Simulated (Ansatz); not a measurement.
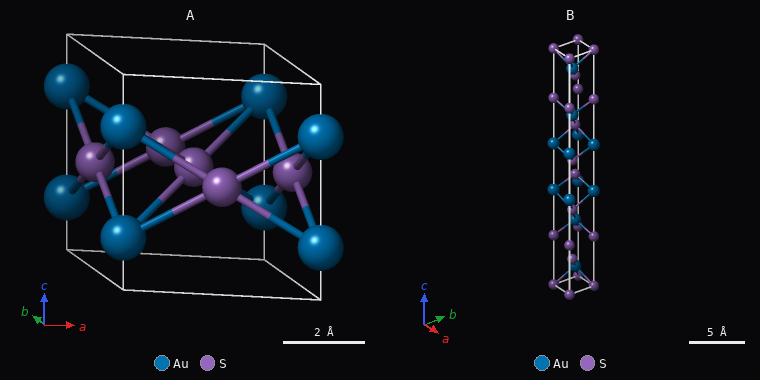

Two structures of Au₂S₃, each relaxed to rest (conventional cells in solid outline, small ones repeated, not to one scale). Method: DFT PBE, scalar-relativistic, plane waves, PAW (Ansatz), without spin polarisation.

**Name structures A and B.**

A: 5 atoms a cell on a primitive hexagonal lattice, P6/mmm. B: 15 atoms a cell on a rhombohedral (trigonal R) lattice, R-3m.

**Which form lies lower?**

B is lower, by 638 meV/atom at this level of theory (energies at zero smearing). Volumes: A 24.3, B 18.3 Å³/atom.

One or both may be structure types tried for this composition rather than known phases.
